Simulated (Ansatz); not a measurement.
**[NO2]− (nitrite): CCSD/def2-TZVPPD**

Aim: the energy change on altering one bond length of [NO2]− (nitrite) at CCSD/def2-TZVPPD, from 2 runs. 

The results are computed with Ansatz 0.2.0.

1 further run of the same task is left out (it didn't finish).

### 1 Starting point

The species is [NO2]− (3 atoms), meant as a singlet with charge -1. SMILES: `O=N[O-]`. The coordinates come from a PBE0-D4/def2-TZVPD relaxation.

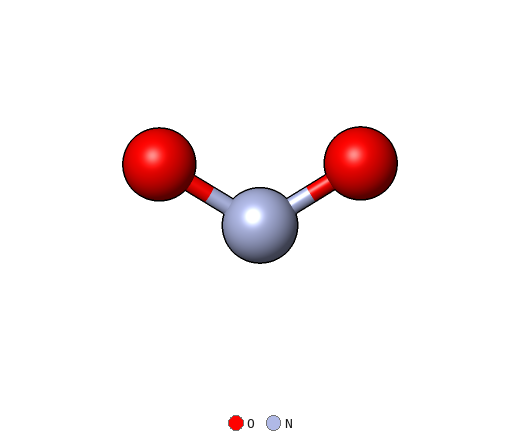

Viewed from a chosen angle; oxygen red, nitrogen light blue.

### 2 A single-point energy at CCSD/def2-TZVPPD

Contents of in.yaml:

```yaml
basis:
  gaussian: {orbitals: def2-TZVPPD.json}
crystal:
  periodic: [false, false, false]
  atoms:
    - {symbol: O, position_ang: [0.322840, 0.992650, 0.287620]}
    - {symbol: "N", position_ang: [0.325750, -0.245400, 0.151990]}
    - {symbol: O, position_ang: [-0.648590, -0.747260, -0.439610]}
total_charge: -1
correlation: {method: ccsd, frozen_orbitals: {"N": 1, O: 1}}
accuracy: high
scf: {omitted_lower_state_checks: [cluster_reference, increment]}
```

The basis set def2-TZVPPD is read from a file made from the Basis Set Exchange's data (not shown).

The run is started by

```console
ansatz run in.yaml --threads 1 --pin off --max-ram 3480MiB --events-out events.jsonl --progress --plain --runs-dir runs
```

Output:

```text
Warning: RAYON_NUM_THREADS=1 ignored (pool sized by the plan → 1); use --threads N
Functional definition: HF
  name "HF"
  exchange = exact_x
  correlation = 0
these checks for a lower state are left out or cut short: cluster_reference, increment
1793 factors; integrals over basis functions are off by at most 3.7e-9 eV
mean field evaluation 1: about -5552.3816 eV, gradient 4.2e1 eV
mean field evaluation 2: about -5552.3838 eV, gradient 4.2e1 eV
mean field evaluation 4: about -5555.8090 eV, gradient 4.6e0 eV
mean field evaluation 8: about -5555.8650 eV, gradient 4.0e-1 eV
mean field evaluation 16: about -5555.8661 eV, gradient 1.3e-8 eV
mean field -5555.86608454 eV, -204.1743127055 hartree, gradient 1.3e-8 eV, S^2 0.000000; 0 other end points of the search recorded, 0 dependent functions left out
3 core orbitals not correlated: weight in the atoms' cores, before any rotation towards them, 1.000 or more for the frozen orbitals, at most 0.000 for the correlated occupied ones
reference -5555.86608454 eV, -204.1743127055 hartree; 9, 9 occupied and 105, 105 virtual orbitals, 1793 factors
second order -18.82677976 eV of doubles, -0.00000000 eV of singles
cycle   1  -17.74558093 eV  change     1.1e0 eV  update   1.4e-1
cycle   2  -18.41727758 eV  change   -6.7e-1 eV  update   5.2e-2
cycle   3  -18.57911288 eV  change   -1.6e-1 eV  update   2.5e-2
cycle   4  -18.55090999 eV  change    2.8e-2 eV  update   8.3e-3
cycle   5  -18.54406936 eV  change    6.8e-3 eV  update   3.8e-3
cycle   6  -18.54558492 eV  change   -1.5e-3 eV  update   1.4e-3
cycle   7  -18.54520709 eV  change    3.8e-4 eV  update   5.8e-4
cycle   8  -18.54487734 eV  change    3.3e-4 eV  update   2.4e-4
cycle   9  -18.54495038 eV  change   -7.3e-5 eV  update   1.0e-4
cycle  10  -18.54506488 eV  change   -1.1e-4 eV  update   4.0e-5
cycle  11  -18.54498997 eV  change    7.5e-5 eV  update   1.6e-5
cycle  12  -18.54500208 eV  change   -1.2e-5 eV  update   6.8e-6
cycle  13  -18.54500042 eV  change    1.7e-6 eV  update   2.6e-6
cycle  14  -18.54500213 eV  change   -1.7e-6 eV  update   1.2e-6
cycle  15  -18.54500363 eV  change   -1.5e-6 eV  update   3.2e-7
cycle  16  -18.54500352 eV  change    1.1e-7 eV  update   1.7e-7
cycle  17  -18.54500349 eV  change    3.6e-8 eV  update   6.3e-8
cycle  18  -18.54500344 eV  change    5.0e-8 eV  update   4.5e-8
cycle  19  -18.54500337 eV  change    6.9e-8 eV  update   1.4e-7
cycle  20  -18.54500336 eV  change    9.9e-9 eV  update   4.1e-8
cycle  21  -18.54500334 eV  change    1.3e-8 eV  update   1.7e-8
cycle  22  -18.54500334 eV  change    5.5e-9 eV  update   7.0e-9
cycle  23  -18.54500334 eV  change    1.3e-9 eV  update   2.7e-9
cycle  24  -18.54500334 eV  change   -1.5e-9 eV  update   1.0e-9
Total energy: -5574.41108788 eV, -204.8558290080 hartree
Checks for a lower state left out: cluster_reference, increment
```

Wall time 26 s (1 thread of Intel Xeon Platinum 8259CL at 2.50GHz (Skylake/Cascade Lake), shared host); peak memory 0.81 GiB.

### 3 The distorted shape at the same level

Contents of molecule.yaml:

```yaml
crystal:
  periodic: [false, false, false]
  atoms:
    - symbol: O
      position_ang: [1.102278, 1.394120, 0.760879]
    - symbol: N
      position_ang: [1.105188, 0.156070, 0.625249]
    - symbol: O
      position_ang: [-0.648590, -0.747260, -0.439610]
basis:
  gaussian:
    orbitals: def2-TZVPPD.json
total_charge: -1
correlation:
  method: ccsd
  frozen_orbitals: {"N": 1, O: 1}
accuracy: high
scf:
  omitted_lower_state_checks: [cluster_reference, increment]
```

The basis set def2-TZVPPD is read from a file made from the Basis Set Exchange's data (not shown).

The run is started by

```console
ansatz run molecule.yaml --threads 1 --pin off --max-ram 3480MiB --events-out events.jsonl --progress --plain --runs-dir runs
```

Output:

```text
Warning: RAYON_NUM_THREADS=1 ignored (pool sized by the plan → 1); use --threads N
[... 4 set-up lines as earlier in the session ...]
these checks for a lower state are left out or cut short: cluster_reference, increment
1745 factors; integrals over basis functions are off by at most 3.6e-9 eV
mean field evaluation 1: about -5535.5466 eV, gradient 6.5e1 eV
mean field evaluation 2: about -5535.5494 eV, gradient 6.5e1 eV
mean field evaluation 4: about -5540.2015 eV, gradient 5.3e1 eV
mean field evaluation 8: about -5550.1088 eV, gradient 4.7e0 eV
mean field evaluation 16: about -5550.5885 eV, gradient 3.5e-4 eV
mean field evaluation 32: about -5548.7278 eV, gradient 4.5e-8 eV
mean field evaluation 64: about -5546.8785 eV, gradient 4.3e0 eV
mean field evaluation 96: about -5550.5876 eV, gradient 2.9e-1 eV
mean field -5550.58847266 eV, -203.9803640463 hartree, gradient 2.7e-8 eV, S^2 0.000000; 8 other end points of the search recorded, 0 dependent functions left out; unrestricted orbitals would lower it
3 core orbitals not correlated: weight in the atoms' cores, before any rotation towards them, 1.000 or more for the frozen orbitals, at most 0.000 for the correlated occupied ones
reference -5550.58847266 eV, -203.9803640463 hartree; 9, 9 occupied and 105, 105 virtual orbitals, 1745 factors
second order -18.85860273 eV of doubles, -0.00000000 eV of singles
cycle   1  -17.68036806 eV  change     1.2e0 eV  update   3.1e-1
cycle   2  -18.82992503 eV  change    -1.1e0 eV  update   1.9e-1
cycle   3  -19.40046382 eV  change   -5.7e-1 eV  update   1.2e-1
cycle   4  -19.63638531 eV  change   -2.4e-1 eV  update   6.7e-2
cycle   5  -19.56285526 eV  change    7.4e-2 eV  update   2.4e-2
cycle   6  -19.61495909 eV  change   -5.2e-2 eV  update   1.9e-2
cycle   7  -19.64508730 eV  change   -3.0e-2 eV  update   1.3e-2
cycle   8  -19.64890959 eV  change   -3.8e-3 eV  update   1.1e-2
cycle   9  -19.67634507 eV  change   -2.7e-2 eV  update   8.3e-3
cycle  10  -19.69823991 eV  change   -2.2e-2 eV  update   4.9e-3
cycle  11  -19.69314642 eV  change    5.1e-3 eV  update   2.4e-3
cycle  12  -19.69577543 eV  change   -2.6e-3 eV  update   1.2e-3
cycle  13  -19.69695747 eV  change   -1.2e-3 eV  update   6.3e-4
cycle  14  -19.69703455 eV  change   -7.7e-5 eV  update   3.0e-4
cycle  15  -19.69721525 eV  change   -1.8e-4 eV  update   1.4e-4
cycle  16  -19.69737751 eV  change   -1.6e-4 eV  update   7.4e-5
cycle  17  -19.69739227 eV  change   -1.5e-5 eV  update   3.8e-5
cycle  18  -19.69739319 eV  change   -9.2e-7 eV  update   2.0e-5
cycle  19  -19.69738662 eV  change    6.6e-6 eV  update   1.2e-5
cycle  20  -19.69737333 eV  change    1.3e-5 eV  update   8.5e-6
cycle  21  -19.69735953 eV  change    1.4e-5 eV  update   5.5e-6
cycle  22  -19.69736172 eV  change   -2.2e-6 eV  update   4.5e-6
cycle  23  -19.69735907 eV  change    2.6e-6 eV  update   3.6e-6
cycle  24  -19.69736137 eV  change   -2.3e-6 eV  update   2.7e-6
cycle  25  -19.69736317 eV  change   -1.8e-6 eV  update   1.7e-6
cycle  26  -19.69736519 eV  change   -2.0e-6 eV  update   9.7e-7
cycle  27  -19.69736491 eV  change    2.7e-7 eV  update   5.7e-7
cycle  28  -19.69736515 eV  change   -2.3e-7 eV  update   3.5e-7
cycle  29  -19.69736491 eV  change    2.4e-7 eV  update   2.3e-7
cycle  30  -19.69736477 eV  change    1.4e-7 eV  update   1.6e-7
cycle  31  -19.69736492 eV  change   -1.5e-7 eV  update   3.2e-7
cycle  32  -19.69736473 eV  change    1.9e-7 eV  update   9.9e-8
cycle  33  -19.69736470 eV  change    2.7e-8 eV  update   6.5e-8
cycle  34  -19.69736465 eV  change    5.3e-8 eV  update   3.0e-8
cycle  35  -19.69736463 eV  change    2.4e-8 eV  update   1.6e-8
cycle  36  -19.69736461 eV  change    1.9e-8 eV  update   9.5e-9
cycle  37  -19.69736460 eV  change    5.1e-9 eV  update   5.5e-9
cycle  38  -19.69736460 eV  change    1.2e-9 eV  update   3.0e-9
cycle  39  -19.69736460 eV  change    1.6e-9 eV  update   2.0e-9
cycle  40  -19.69736460 eV  change  -2.6e-10 eV  update   1.4e-9
Total energy: -5570.28583726 eV, -204.7042288440 hartree
Checks for a lower state left out: cluster_reference, increment
```

Wall time 44 s (1 thread of Intel Xeon Platinum 8259CL at 2.50GHz (Skylake/Cascade Lake), shared host); peak memory 0.8 GiB.

### 4 Results

Level: CCSD/def2-TZVPPD, 3 core orbitals frozen.

| quantity | value |
| --- | --- |
| first shape: total energy | -204.85583 Eh |
| first shape: correlation energy (3 core orbitals frozen) | -681.5 mEh |
| first shape: T1 diagnostic | 0.025 |
| distorted shape: total energy | -204.70423 Eh |
| distorted shape: correlation energy (3 core orbitals frozen) | -723.9 mEh |
| distorted shape: T1 diagnostic | 0.096 |
| energy change with the N2–O3 bond stretched from 1.245 to 2.242 Å | 4.125 eV |

With the N2–O3 bond stretched from 1.245 to 2.242 Å the energy rises by 4.13 eV (95 kcal/mol). The first shape isn't relaxed at this level, so the change isn't measured from a minimum. The T1 diagnostic (first shape) of 0.025 is above the customary mark for such species, so a single reference may not serve. The T1 diagnostic (distorted shape) of 0.096 is above the customary mark for such species, so a single reference may not serve. The restricted solution (distorted shape) is unstable to spin breaking: an unrestricted one lies lower.
